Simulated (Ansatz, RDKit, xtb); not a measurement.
# C4H8B2S: ranking a sample of isomers, part 2 of 2

Which of a sample of isomers of C4H8B2S is the most stable in the gas at 298.15 K, and what are its properties? The sample is small against all isomers, and the most stable one of this formula need not be in it.

xtb, Ansatz and PySCF; isolated molecules. The steps go on from the part before.

## (7) Harmonic analysis of the finalists

The lowest few in one piece go on as finalists. In this search the thermal terms come from GFN2-xTB at its own nearest minimum. The first, c976c:

File start.xyz:

```xyz
15
c976c
C      0.296359    -1.944939    -1.665324
C     -0.533011     2.716155    -0.704949
C     -0.355118     3.090802     0.458617
C     -0.149006     3.519296     1.829433
B      0.007543    -0.427876    -1.418480
B     -0.760318     2.309994    -2.134523
S     -0.532307     0.624523    -2.804410
H     -0.338904    -2.552863    -0.982452
H      1.339650    -2.172533    -1.350199
H      0.150592    -2.303470    -2.702513
H      0.131982     0.078493    -0.321287
H     -1.125031     3.119410    -2.966015
H     -1.109101     3.496338     2.388068
H      0.235287     4.559719     1.879649
H      0.563197     2.857602     2.365587
```

Started as:

```sh
xtb start.xyz --gfn 2 --ohess tight
```

Log, cut to the lines that bear on the results:

```text
* xtb version 6.7.1
[...]
          :  # basis functions                  42          :
[...]
          :  # electrons                        36          :
[...]
          :  Hamiltonian                  GFN2-xTB          :
[...]
          :  net charge                          0          :
          :  unpaired electrons                  0          :
[...]
   *** convergence criteria satisfied after 14 iterations ***
[...]
   *** GEOMETRY OPTIMIZATION CONVERGED AFTER 15 ITERATIONS ***
[...]
   *** convergence criteria satisfied after 3 iterations ***
[...]
         ::                     SUMMARY                     ::
         :::::::::::::::::::::::::::::::::::::::::::::::::::::
         :: total energy             -18.330198716741 Eh    ::
         :: gradient norm              0.000118962101 Eh/a0 ::
         :: HOMO-LUMO gap              3.280080667072 eV    ::
         ::.................................................::
         :: SCC energy               -18.638306486291 Eh    ::
         :: -> isotropic ES            0.049368036425 Eh    ::
         :: -> anisotropic ES          0.003123378320 Eh    ::
         :: -> anisotropic XC          0.009434410815 Eh    ::
         :: -> dispersion             -0.009066511001 Eh    ::
         :: repulsion energy           0.308107769550 Eh    ::
         :: add. restraining           0.000000000000 Eh    ::
         :: total charge               0.000000000000 e     ::
         :::::::::::::::::::::::::::::::::::::::::::::::::::::
[...]
        18        2.0000           -0.3895531             -10.6003 (HOMO)
        19                         -0.2690124              -7.3202 (LUMO)
[...]
molecular dipole:
                 x           y           z       tot (Debye)
 q only:        0.128       0.142       0.773
   full:        0.222       0.112       1.176       3.054
molecular quadrupole (traceless):
[...]
          | TOTAL ENERGY              -18.330198716740 Eh   |
          | TOTAL ENTHALPY            -18.209607595717 Eh   |
          | TOTAL FREE ENERGY         -18.258205566351 Eh   |
          | GRADIENT NORM               0.000118955654 Eh/α |
[...]
```

Run time: 0.23 s. Hardware: 4 threads of Arm Neoverse V1, shared host.

## (8) Thermal terms of the finalists

As xtb prints them, at 298.15 K, with its own treatment of low modes:

```
label                         SMILES     spin  lowest mode (cm⁻¹)  zero-point (kcal/mol)  G − E (kcal/mol)
c976c                       CBSBC#CC  singlet                   7                   68.5              45.2
c012a                     BSB(C)C#CC  singlet                 14i                   68.3              45.0
c463b  B1C[S+]=C[C@@H]2[BH2-][C@H]12  singlet                  89                   69.5              49.8
```

c012a keeps an imaginary mode, a small one that points to a nearly free motion; the harmonic terms are rough for it.

## (9) Last filter: a higher level

Single points at CCSD(T)/def2-SVP + MP2/def2-TZVPP - MP2/def2-SVP on the refined geometries decide the order.

c976c, CCSD(T)/def2-SVP:

File input.yaml:

```yaml
crystal:
  periodic: [false, false, false]
  atoms:
    - {symbol: C, position_ang: [0.296359, -1.944939, -1.665324]}
    - {symbol: C, position_ang: [-0.533011, 2.716155, -0.704949]}
    - {symbol: C, position_ang: [-0.355118, 3.090802, 0.458617]}
    - {symbol: C, position_ang: [-0.149006, 3.519296, 1.829433]}
    - {symbol: B, position_ang: [0.007543, -0.427876, -1.418480]}
    - {symbol: B, position_ang: [-0.760318, 2.309994, -2.134523]}
    - {symbol: S, position_ang: [-0.532307, 0.624523, -2.804410]}
    - {symbol: H, position_ang: [-0.338904, -2.552863, -0.982452]}
    - {symbol: H, position_ang: [1.339650, -2.172533, -1.350199]}
    - {symbol: H, position_ang: [0.150592, -2.303470, -2.702513]}
    - {symbol: H, position_ang: [0.131982, 0.078493, -0.321287]}
    - {symbol: H, position_ang: [-1.125031, 3.119410, -2.966015]}
    - {symbol: H, position_ang: [-1.109101, 3.496338, 2.388068]}
    - {symbol: H, position_ang: [0.235287, 4.559719, 1.879649]}
    - {symbol: H, position_ang: [0.563197, 2.857602, 2.365587]}
basis:
  gaussian:
    orbitals: def2-SVP
magnetization:
  spin_polarized: false
  initial_magnetization: 0
correlation:
  method: ccsd_t
  frozen_orbitals: {H: 0, S: 5, C: 1, B: 1}
```

Started as:

```sh
ansatz run input.yaml --threads 4 --pin off --max-ram 7830MiB --events-out events.jsonl --progress --plain --runs-dir runs
```

Log, cut to the lines that bear on the results:

```text
Warning: RAYON_NUM_THREADS=4 ignored (pool sized by the plan → 4); use --threads N
Functional definition: HF
  name "HF"
[...]
1450 factors; integrals over basis functions are off by at most 1.1e-3 eV
[...]
mean field -16401.94213719 eV, -602.7602559059 hartree, gradient 7.7e-6 eV, S^2 0.000000; 0 other end points of the search recorded, 0 dependent functions left out
11 core orbitals not correlated: weight in the atoms' cores, before any rotation towards them, 1.000 or more for the frozen orbitals, at most 0.000 for the correlated occupied ones
reference -16401.94213719 eV, -602.7602559059 hartree; 18, 18 occupied and 113, 113 virtual orbitals, 1450 factors
second order -22.53706232 eV of doubles, -0.00000000 eV of singles
cycle   1  -23.58102341 eV  change    -1.0e0 eV  update   1.3e-1
[...]
cycle  10  -24.45725594 eV  change    2.6e-5 eV  update   1.9e-5
perturbative correction -0.93604617 eV, -0.0343990622 hartree
Total energy: -16427.33543930 eV, -603.6934425463 hartree
```

It took 21 s on 4 threads of Arm Neoverse V1, shared host; peak memory 1.1 GiB.

## (10) c976c at MP2/def2-TZVPP

Changes to input.yaml since step 9:

```diff
@@ -1 +1,4 @@
+basis:
+  gaussian:
+    orbitals: def2-TZVPP
 crystal:
@@ -18,10 +21,4 @@
     - {symbol: H, position_ang: [0.563197, 2.857602, 2.365587]}
-basis:
-  gaussian:
-    orbitals: def2-SVP
-magnetization:
-  spin_polarized: false
-  initial_magnetization: 0
 correlation:
-  method: ccsd_t
+  method: mp2
   frozen_orbitals: {H: 0, S: 5, C: 1, B: 1}
```

Started as:

```sh
ansatz run input.yaml --threads 4 --pin off --max-ram 7830MiB --events-out events.jsonl --progress --plain --runs-dir runs
```

Log:

```text
Warning: RAYON_NUM_THREADS=4 ignored (pool sized by the plan → 4); use --threads N
[... 2 set-up lines as earlier in the session ...]
  exchange = exact_x
  correlation = 0
2000 factors; integrals over basis functions are off by at most 1.2e-3 eV
mean field evaluation 1: about -16406.7347 eV, gradient 3.8e1 eV
mean field evaluation 2: about -16407.0825 eV, gradient 3.8e1 eV
mean field evaluation 4: about -16411.5926 eV, gradient 4.5e0 eV
mean field evaluation 8: about -16411.6779 eV, gradient 4.7e-1 eV
mean field evaluation 16: about -16411.6796 eV, gradient 2.7e-6 eV
mean field -16411.67955548 eV, -603.1180994280 hartree, gradient 2.7e-6 eV, S^2 0.000000; 0 other end points of the search recorded, 0 dependent functions left out
11 core orbitals not correlated: weight in the atoms' cores, before any rotation towards them, 1.000 or more for the frozen orbitals, at most 0.000 for the correlated occupied ones
reference -16411.67955548 eV, -603.1180994280 hartree; 18, 18 occupied and 311, 311 virtual orbitals, 2000 factors
second order -27.74198941 eV of doubles, -0.00000000 eV of singles
Total energy: -16439.42154489 eV, -604.1375987346 hartree
```

It took 7.8 s on 4 threads of Arm Neoverse V1, shared host; peak memory 1 GiB.

## (11) c012a at CCSD(T)/def2-SVP

File input.yaml:

```yaml
crystal:
  periodic: [false, false, false]
  atoms:
    - symbol: C
      position_ang: [0.751661, 3.365955, 1.827447]
    - symbol: C
      position_ang: [1.251384, 0.738852, 1.451977]
    - symbol: C
      position_ang: [2.036166, -0.211371, 1.520439]
    - symbol: C
      position_ang: [2.948151, -1.338143, 1.598080]
    - symbol: B
      position_ang: [-1.670690, 0.023258, 0.308341]
    - symbol: B
      position_ang: [0.313783, 1.922479, 1.379056]
    - symbol: S
      position_ang: [-1.424691, 1.746865, 0.750620]
    - symbol: H
      position_ang: [-0.787406, -0.795076, 0.439482]
    - symbol: H
      position_ang: [-2.769245, -0.257990, -0.124623]
    - symbol: H
      position_ang: [1.094250, 3.340243, 2.885103]
    - symbol: H
      position_ang: [1.642909, 3.682477, 1.242272]
    - symbol: H
      position_ang: [-0.034185, 4.138683, 1.725377]
    - symbol: H
      position_ang: [3.137775, -1.615878, 2.656697]
    - symbol: H
      position_ang: [3.931312, -1.091408, 1.144675]
    - symbol: H
      position_ang: [2.544492, -2.233462, 1.080800]
basis:
  gaussian: {orbitals: def2-SVP}
total_charge: 0
correlation: {method: ccsd_t, frozen_orbitals: {H: 0, S: 5, C: 1, B: 1}}
```

Started as:

```sh
ansatz run input.yaml --threads 4 --pin off --max-ram 7830MiB --events-out events.jsonl --progress --plain --runs-dir runs
```

Log, cut to the lines that bear on the results:

```text
Warning: RAYON_NUM_THREADS=4 ignored (pool sized by the plan → 4); use --threads N
[... 2 set-up lines as earlier in the session ...]
[...]
1450 factors; integrals over basis functions are off by at most 1.1e-3 eV
[...]
mean field -16401.92063912 eV, -602.7594658666 hartree, gradient 8.0e-6 eV, S^2 0.000000; 0 other end points of the search recorded, 0 dependent functions left out
11 core orbitals not correlated: weight in the atoms' cores, before any rotation towards them, 1.000 or more for the frozen orbitals, at most 0.000 for the correlated occupied ones
reference -16401.92063912 eV, -602.7594658666 hartree; 18, 18 occupied and 113, 113 virtual orbitals, 1450 factors
second order -22.56033961 eV of doubles, -0.00000000 eV of singles
cycle   1  -23.58723415 eV  change    -1.0e0 eV  update   1.3e-1
[...]
cycle  10  -24.46891546 eV  change    2.7e-5 eV  update   1.4e-5
perturbative correction -0.93837261 eV, -0.0344845574 hartree
Total energy: -16427.32792719 eV, -603.6931664814 hartree
```

Wall time 21 s (4 threads of Arm Neoverse V1, shared host); peak memory 1.1 GiB.

## (12) Free energies and the winner

Energies in kcal/mol from c012a; G adds the thermal terms to the CCSD(T)/def2-SVP + MP2/def2-TZVPP - MP2/def2-SVP energy. The columns left of the relaxed level are at the tight-binding geometries.

```
label                         SMILES     spin  GFN2-xTB  HF/STO-3G  r2SCAN-D4/def2-SVP  PBE-D3(BJ)/def2-SVP  HF/def2-SVP  MP2/def2-SVP  CCSD(T)/def2-SVP + MP2/def2-TZVPP - MP2/def2-SVP     G  share at equilibrium     T1
c012a                     BSB(C)C#CC  singlet       0.0        0.0                 0.0                  0.0          0.0           0.0                                               0.0   0.0                56.7 %  0.014
c976c                       CBSBC#CC  singlet       0.0       -1.0                -0.7                 -0.9         -0.5           0.0                                               0.0   0.2                43.3 %  0.014
c463b  B1C[S+]=C[C@@H]2[BH2-][C@H]12  singlet      12.4       23.3                17.3                 13.3         41.0          24.0                                              21.4  26.2               < 0.1 %  0.014
```

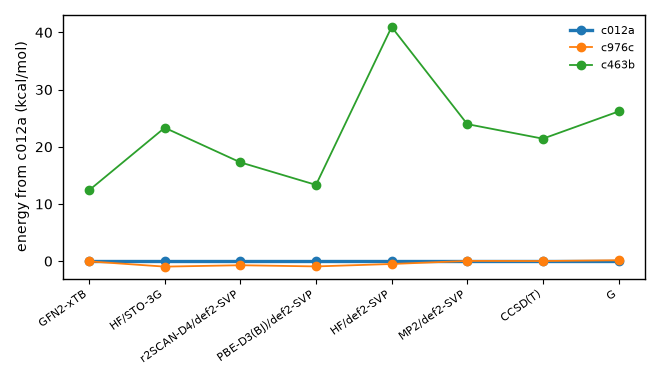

The finalists at each level, measured from c012a.

Lowest found: c012a, `BSB(C)C#CC`, a singlet. Bond lengths: C2–C3 1.234 Å, C3–C4 1.452 Å, C1–B6 1.574 Å, C2–B6 1.512 Å, B5–S7 1.796 Å, B6–S7 1.857 Å, B5–H8 1.211 Å, B5–H9 1.214 Å, C1–H10 1.112 Å, C1–H11 1.112 Å, C1–H12 1.107 Å, C4–H13 1.111 Å, C4–H14 1.110 Å, C4–H15 1.110 Å. Some angles: C2–C3–C4 179.4°, C3–C2–B6 178.8°, C1–B6–C2 122.1°, C1–B6–S7 116.3°, C2–B6–S7 121.5°, B5–S7–B6 107.6°, C3–C4–H13 110.6°, C3–C4–H14 111.2°, C3–C4–H15 111.9°, B6–C1–H10 109.6°.

```xyz
15

C     0.7517    3.3660    1.8274
C     1.2514    0.7389    1.4520
C     2.0362   -0.2114    1.5204
C     2.9482   -1.3381    1.5981
B    -1.6707    0.0233    0.3083
B     0.3138    1.9225    1.3791
S    -1.4247    1.7469    0.7506
H    -0.7874   -0.7951    0.4395
H    -2.7692   -0.2580   -0.1246
H     1.0942    3.3402    2.8851
H     1.6429    3.6825    1.2423
H    -0.0342    4.1387    1.7254
H     3.1378   -1.6159    2.6567
H     3.9313   -1.0914    1.1447
H     2.5445   -2.2335    1.0808
```

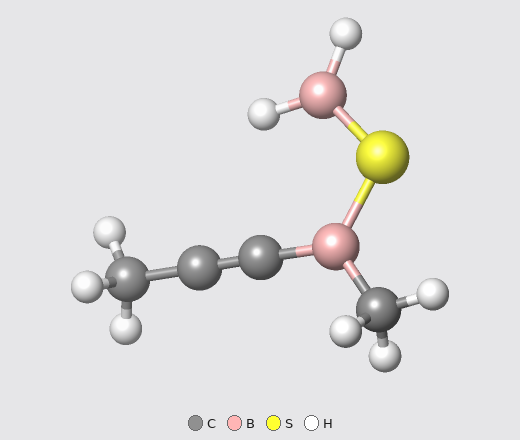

The lowest structure found, seen from a chosen angle (carbon grey, boron pink, sulfur yellow, hydrogen white).

## (13) What came out

What follows sums up all 2 parts.

| quantity | value |
| --- | --- |
| lowest structure found | BSB(C)C#CC, singlet |
| next finalist | CBSBC#CC, singlet, 0.2 kcal/mol higher in G |
| share at equilibrium, among the finalists | 56.7 % |
| funnel | 14 starts, 11 minima at GFN2-xTB, 8 screening runs, 3 relaxed, 3 ranked |
| CPU time of all runs | 15 min |

**Reading.** The search ends on `BSB(C)C#CC`. Its margin of 0.2 kcal/mol is inside the likely error of CCSD(T)/def2-SVP + MP2/def2-TZVPP - MP2/def2-SVP with harmonic terms (about 1.5 kcal/mol), so the order of the first two is not settled. MP2/def2-SVP already puts its bonding pattern lowest among the structures in one piece; GFN2-xTB, HF/STO-3G, r2SCAN-D4/def2-SVP, PBE-D3(BJ)/def2-SVP and HF/def2-SVP favour the singlet CBSBC#CC. The largest share of the time went into the final energies (38 %). One minimum inside the window was never screened. The search is not exhaustive (a finite list of starts, one conformer a finalist), so a lower isomer can't be ruled out. Only 5 drawn patterns were tried, so whole families of isomers are missing, and the result ranks this sample alone. The lowest isomer need not be the one that is made and kept in a bottle, which depends on barriers.
